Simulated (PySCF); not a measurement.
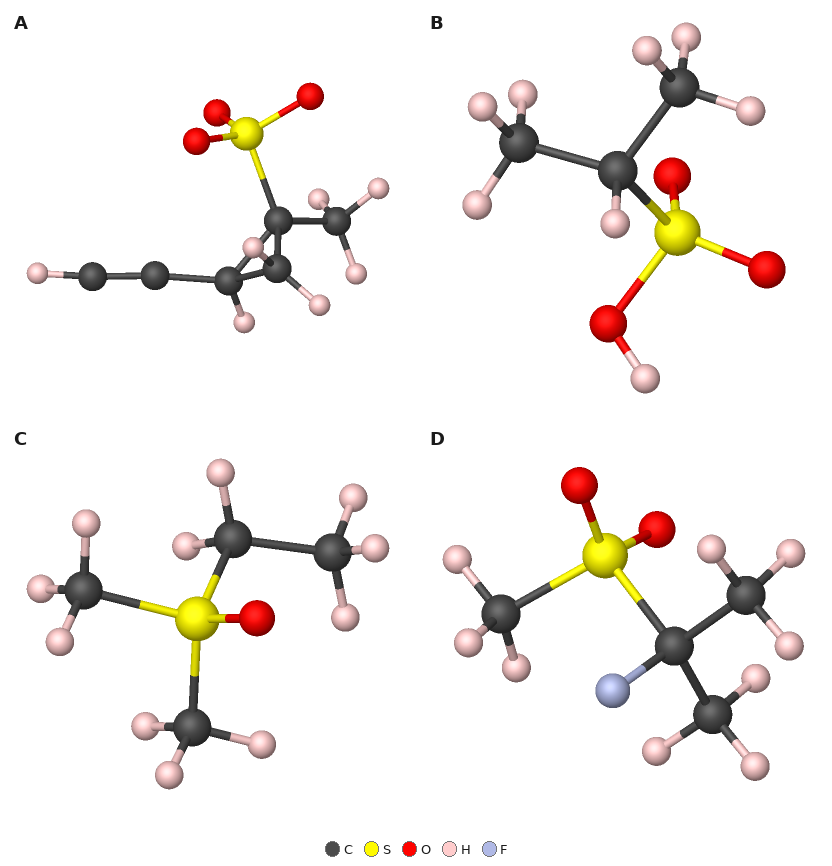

The picture comes from a calculation with PySCF.

```xyz
17
charge 1, multiplicity 1
C    -2.1974   -0.0411    0.2241
C    -0.9327   -0.7682   -0.1866
S     0.5157    0.0515    0.4803
C     1.9064   -0.9616    0.0538
C     0.7259    1.5664   -0.4170
O     0.4068    0.2723    1.9150
H    -3.0599   -0.6342   -0.1113
H    -2.2570    0.0590    1.3167
H    -2.2823    0.9526   -0.2380
H    -0.7889   -0.8533   -1.2759
H    -0.8722   -1.7745    0.2607
H     1.9376   -1.1411   -1.0298
H     2.8030   -0.4281    0.4009
H     1.7898   -1.8994    0.6157
H     0.8295    1.3686   -1.4928
H     1.6255    2.0464   -0.0054
H    -0.1545    2.1881   -0.2029
```

### Which picture belongs to the input above?

C. The file holds C4H11OS(+), `CC[S+](C)(C)=O`.
